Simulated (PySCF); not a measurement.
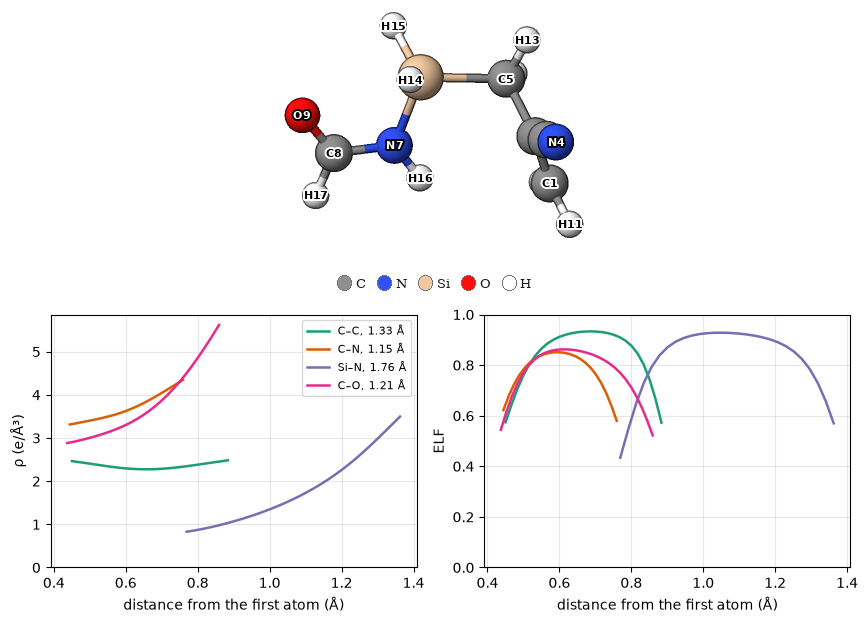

Figure 1: C5H8N2OSi (SMILES C=C(C#N)C[SiH2]NC=O). Electron density and ELF along straight lines between neighbouring atoms. The curves leave out the atomic cores. The structure is drawn too.

Geometry: GFN2-xTB.

Computed with PBE0/pcSseg-1, SCF density, gas phase, non-relativistic in PySCF 2.14.0.

Input file:

```
{"job": {"kind": "nmr", "xc": "PBE0", "basis": "pcSseg-1"}, "charge": 0, "multiplicity": 1}
C     -1.683443    -0.924469    -1.248104
C     -1.263397    -1.078655     0.008486
C     -2.167733    -0.857415     1.076669
N     -2.895999    -0.691668     1.946143
C      0.126689    -1.440966     0.406391
Si     1.114208     0.093491     1.003452
N      0.943706     1.216348    -0.338695
C      1.611258     2.366683    -0.161163
O      2.263351     2.561012     0.834716
H     -1.024231    -1.098562    -2.082706
H     -2.696084    -0.639629    -1.477806
H      0.632540    -1.914817    -0.434570
H      0.102276    -2.157262     1.225676
H      0.496363     0.675295     2.187799
H      2.516849    -0.281771     1.140281
H      0.392169     1.081286    -1.170848
H      1.524481     3.103129    -0.977246
```

Command:

```sh
OMP_NUM_THREADS=1 python probes_run.py task.json out
```

> What can be read from the curves?

C–C (1.33 Å): ρ is about 2.3 e/Å³ halfway; the ELF peaks at about 0.95 between the atoms; a multiple bond.
C–N (1.15 Å): ρ at the midpoint is about 3.5 e/Å³; the ELF peaks at about 0.85 between the atoms; a short, multiple covalent bond.
Si–N (1.76 Å): the density is about 1 e/Å³ at the midpoint; the ELF peaks at about 0.95 between the atoms (a shared but strongly polarised pair).
C–O (1.21 Å): ρ at the midpoint is about 3.3 e/Å³; the ELF peaks at about 0.85 between the atoms (a multiple bond).
